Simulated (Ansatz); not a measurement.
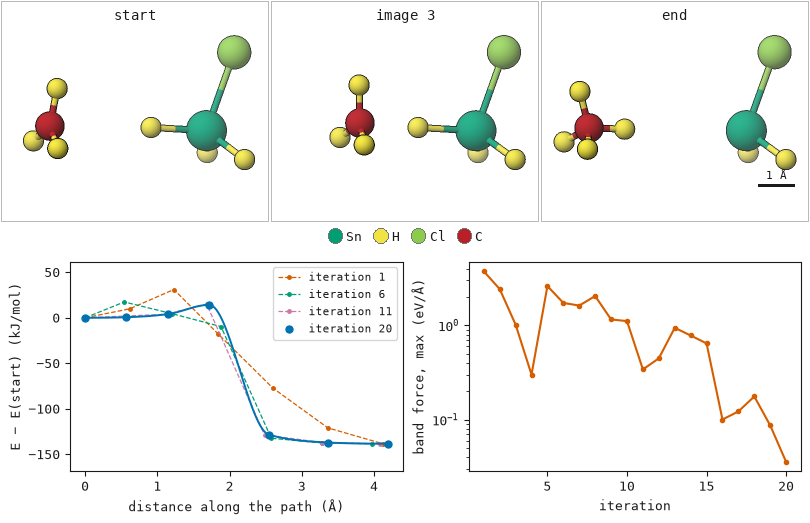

A nudged-elastic-band calculation for CH6ClSn (multiplicity 2), made up at the start of SnH$_{3}$Cl and CH3. Images are numbered from 0 (start) to 6 (end). The plot follows the band through its iterations. The picture is a ball-and-stick view, seen from a free direction.

Method: UKS BHLYP/def2-SVP (Ansatz 0.2.0). Settings: 5 movable images; climbing image; force threshold 0.05 eV/Å; iteration limit 60; starting path through a guess of the saddle point.

Judge this run.

The run is converged, with reservations. The band converged in 20 iterations. The largest component of the band force went from 3.7 to 0.036 eV/Å. The climbing image converged on the top of the path. Its vibrational analysis gives 2 imaginary modes over 30i cm⁻¹, so it isn't confirmed as a transition state. The first iteration put the highest image at 31.1 kJ/mol. The energy climbs by 14.2 kJ/mol to image 3 and then falls by 152.5 kJ/mol, so the end point sits at −138.3 kJ/mol.

Limits of the set-up: the start holds two separate molecules, 3.1 Å apart at their closest, whose relative position is a soft coordinate and is computed without a dispersion correction.
